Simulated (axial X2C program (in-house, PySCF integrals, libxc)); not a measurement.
# PtAl: EOM-EA-CCSD levels

Aim: EOM-EA-CCSD levels of PtAl, with spin–orbit coupling in the Hamiltonian from the start.

Method: two-component X2C with atomic mean-field terms, Pt dyall-acv3z, Al dyall-av3z; program: an in-house X2C program for linear molecules on PySCF integrals.

All values are calculated.

## (1) Input

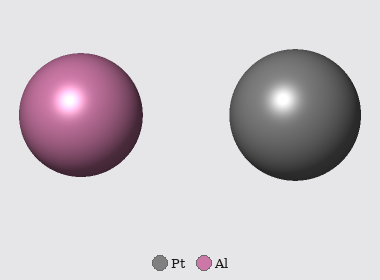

The two atoms at 2.490 Å (platinum grey, aluminium pink).

Input file task.json:

```json
{"zs": [78, 13], "q": 0, "bas": ["dyall-acv3z", "dyall-av3z"], "r0": 2.49, "eom": "ea", "thr": -2.0, "nmax": 92, "grid": [1, 0.96, 1.045, 0.92, 1.09, 1.15]}
```

Keys: zs atomic numbers; q charge; bas basis sets; r0 starting distance in Å; eom kind of EOM run; thr threshold in hartree for freezing inner shells (an s shell follows its p shell); nmax most natural virtual spinors; grid distances as factors.

On the command line:

```console
$ python soeom.py task.json out
```

Nuclei are Gaussian, cores are contracted, and the Gaunt term is on.

## (2) EOM-EA-CCSD at 2.357 Å

Reference: the closed shell PtAl⁺; 12 electrons correlated, 92 virtual spinors; roots sought by Ω: 1/2: 5, 3/2: 4, 5/2: 2, 7/2: 1.

Output:

```text
two-component X2C + atomic mean field  HF
basis functions 252  fitting functions 1262  grid points 5079
iter        total energy     max residual
   1     -18653.886374371     1.09e+00
   2     -18653.928000867     1.99e-02
   3     -18653.928956445     1.85e-01
   4     -18653.932470095     1.73e-02
   5     -18653.932562448     9.57e-04
   6     -18653.932581719     1.55e-03
   7     -18653.932583889     6.01e-04
   8     -18653.932585364     2.54e-04
   9     -18653.932585787     2.54e-04
  10     -18653.932585850     6.34e-05
  11     -18653.932585873     4.80e-05
  12     -18653.932585879     3.32e-05
  13     -18653.932585882     5.35e-06
  14     -18653.932585884     9.69e-06
  15     -18653.932585884     8.54e-06
  16     -18653.932585885     2.66e-06
  17     -18653.932585885     3.56e-07
converged
one-electron -26012.56437400  Coulomb 7521.75096604  exact exchange -373.85641658  xc functional 0.00000000  nuclear repulsion 227.65621208  atomic mean-field constant -16.91897342
correlated 12  virtual 314  natural virtual 92  E(MP2) -0.407545497  MP2 remainder -0.072106117
iter   CCSD correlation   residual
   1     -0.304215944   2.13e-01
   2     -0.316699354   1.23e-01
   3     -0.321168757   4.75e-02
   4     -0.321547958   2.45e-02
   5     -0.321977287   1.30e-02
   6     -0.322211242   5.73e-03
   7     -0.322210775   2.74e-03
   8     -0.322216811   1.83e-03
   9     -0.322230752   1.42e-03
  10     -0.322216877   1.00e-03
  11     -0.322220112   5.76e-04
  12     -0.322215758   2.82e-04
  13     -0.322215938   1.35e-04
  14     -0.322215673   6.65e-05
  15     -0.322215242   3.53e-05
  16     -0.322215162   1.80e-05
  17     -0.322214745   1.02e-05
  18     -0.322214760   5.71e-06
(T) -0.017922670  T1 0.0492  D1 0.0921  max T2 0.134
EOM-EA-CCSD roots
2*Omega      energy/Eh   energy/eV  one-particle weight
    1      -0.26850129     -7.3063      0.934
    1      -0.19205246     -5.2260      0.938
    1      -0.15771643     -4.2917      0.453
    1      -0.14082006     -3.8319      0.434
    1      -0.10713135     -2.9152      0.004  not converged
    3      -0.18791148     -5.1133      0.935
    3      -0.15478252     -4.2118      0.000
    3      -0.11695341     -3.1825      0.000
    3      -0.10500996     -2.8575      0.001
    5      -0.17136277     -4.6630      0.000
    5      -0.10379449     -2.8244      0.000
    7      -0.08883254     -2.4173      0.000
```

T1 in the output is the amplitude norm over the root of the electron number; divide by √2 for the Lee–Taylor value.

| Ω | binding energy (eV) | above lowest (cm⁻¹) | spinor | weight |
| --- | --- | --- | --- | --- |
| 1/2 | 7.306 | 0 | 44% Al pσ, 41% Pt sσ, 6% Pt dσ | 0.93 |
| 1/2 | 5.226 | 16780 | 65% Al pπ, 23% Pt pπ, 8% Pt dπ | 0.94 |
| 3/2 | 5.113 | 17690 | 67% Al pπ, 21% Pt pπ, 9% Pt dπ | 0.94 |

It took 17 s on 1 thread of Arm Neoverse V2, shared host; peak memory 0.81 GiB.

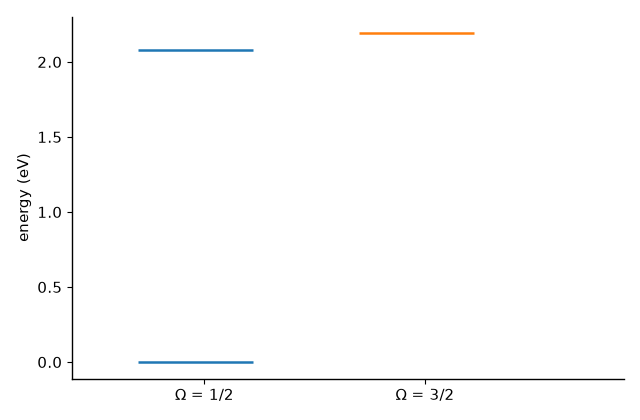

The roots by Ω, from the lowest.

## (3) EOM-EA-CCSD at 2.263 Å

| Ω | binding energy (eV) | above lowest (cm⁻¹) | spinor | weight |
| --- | --- | --- | --- | --- |
| 1/2 | 7.307 | 0 | 47% Al pσ, 39% Pt sσ | 0.94 |
| 1/2 | 5.214 | 16880 | 63% Al pπ, 25% Pt pπ, 8% Pt dπ | 0.94 |
| 3/2 | 5.086 | 17920 | 65% Al pπ, 22% Pt pπ, 9% Pt dπ | 0.94 |

Run time: 19 s. Hardware: 1 thread of Arm Neoverse V2, shared host; peak memory 0.84 GiB.

## (4) EOM-EA-CCSD at 2.463 Å

| Ω | binding energy (eV) | above lowest (cm⁻¹) | spinor | weight |
| --- | --- | --- | --- | --- |
| 1/2 | 7.292 | 0 | 44% Pt sσ, 41% Al pσ, 7% Pt dσ | 0.93 |
| 1/2 | 5.226 | 16660 | 67% Al pπ, 21% Pt pπ, 8% Pt dπ | 0.94 |
| 3/2 | 5.131 | 17430 | 70% Al pπ, 19% Pt pπ, 9% Pt dπ | 0.93 |

It took 20 s on 1 thread of Arm Neoverse V2, shared host; peak memory 0.87 GiB.

## (5) EOM-EA-CCSD at 2.168 Å

| Ω | binding energy (eV) | above lowest (cm⁻¹) | spinor | weight |
| --- | --- | --- | --- | --- |
| 1/2 | 7.297 | 0 | 49% Al pσ, 37% Pt sσ | 0.94 |
| 1/2 | 5.194 | 16970 | 60% Al pπ, 27% Pt pπ, 8% Pt dπ | 0.94 |
| 3/2 | 5.049 | 18130 | 62% Al pπ, 24% Pt pπ, 10% Pt dπ | 0.94 |
| 1/2 | 4.060 | 26110 | 34% Pt pσ, 22% Al pσ, 15% Al dσ | 0.66 |

Wall time 20 s (1 thread of Arm Neoverse V2, shared host); peak memory 0.88 GiB.

## (6) EOM-EA-CCSD at 2.569 Å

| Ω | binding energy (eV) | above lowest (cm⁻¹) | spinor | weight |
| --- | --- | --- | --- | --- |
| 1/2 | 7.263 | 0 | 45% Pt sσ, 37% Al pσ, 9% Pt dσ | 0.92 |
| 1/2 | 5.212 | 16540 | 70% Al pπ, 20% Pt pπ, 7% Pt dπ | 0.93 |
| 3/2 | 5.133 | 17180 | 72% Al pπ, 18% Pt pπ, 8% Pt dπ | 0.93 |

Run time: 20 s. Hardware: 1 thread of Arm Neoverse V2, shared host; peak memory 0.88 GiB.

## (7) EOM-EA-CCSD at 2.711 Å

| Ω | binding energy (eV) | above lowest (cm⁻¹) | spinor | weight |
| --- | --- | --- | --- | --- |
| 1/2 | 7.201 | 0 | 47% Pt sσ, 32% Al pσ, 11% Pt dσ | 0.91 |
| 1/2 | 5.179 | 16310 | 72% Al pπ, 18% Pt pπ, 7% Pt dπ | 0.93 |
| 3/2 | 5.118 | 16800 | 75% Al pπ, 16% Pt pπ, 7% Pt dπ | 0.93 |

Wall time 19 s (1 thread of Arm Neoverse V2, shared host); peak memory 0.92 GiB.

## (8) Curves of the states

Energies in eV from the lowest point of the lowest state; states are followed by energy order within each Ω.

| R (Å) | (1)Ω=1/2 | (2)Ω=1/2 | (1)Ω=3/2 |
| --- | --- | --- | --- |
| 2.168 | 0.0000 | 2.1038 | 2.2483 |
| 2.263 | 0.0243 | 2.1170 | 2.2455 |
| 2.357 | 0.1441 | 2.2243 | 2.3370 |
| 2.463 | 0.3413 | 2.4074 | 2.5028 |
| 2.569 | 0.5657 | 2.6166 | 2.6962 |
| 2.711 | 0.8666 | 2.8884 | 2.9496 |

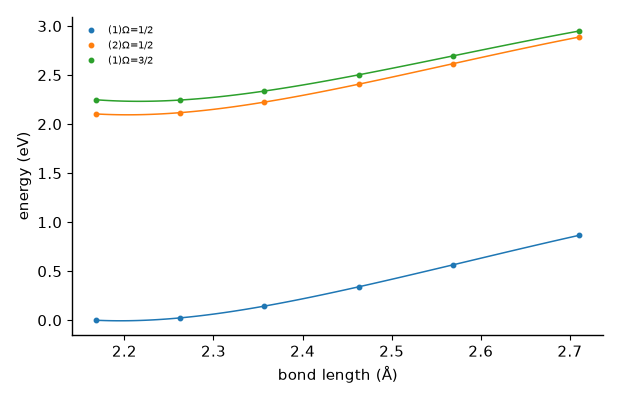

The states along the bond.

## (9) Outcome

| quantity | value |
| --- | --- |
| lowest root at 2.357 Å | Ω = 1/2, 7.306 eV |
| next root led by one particle | Ω = 1/2, about 16780 cm⁻¹ higher |
| T1 of the reference | 0.035 |

In words: The added electron is bound by 7.31 eV in a spinor of 44% Al pσ, 41% Pt sσ, 6% Pt dσ. Errors of 0.1 to 0.3 eV are usual at this size, and roots led by higher excitations are left out, so the list is incomplete, and low states of that kind can be missing. T1 or the largest double amplitude of the reference is raised, which lowers the reliability.
